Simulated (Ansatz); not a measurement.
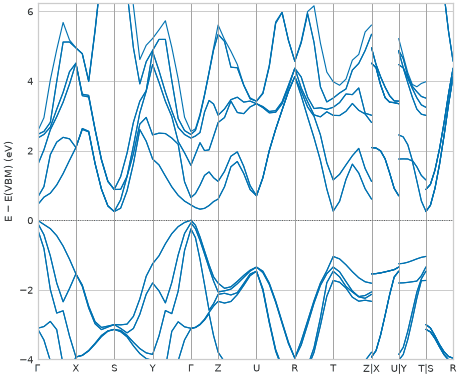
Band structure from plane-wave PAW PBEsol with spin–orbit coupling (Ansatz code)

The gap is 0.23 eV; an edge lies off the plotted path or next to a special point (maximum at Γ, minimum on the S–Y line, 5 % of the way from S).

The material is SiGe in space group Pmma (No. 51; Si on 2e, Ge on 2f).

The start of the workflow was typed in or built on a structure type; neither database checked (COD, Materials Project) lists it. Whether it is the stable phase at ambient conditions was not checked. The PBEsol relaxation kept the symmetry of its start; its stability against distortions is not shown here.

Potentials: the earlier of the program's two PAW sets. The files were generated under PBE; for other functionals the program regenerates the frozen cores, and for LDA and PBEsol the local potential too.
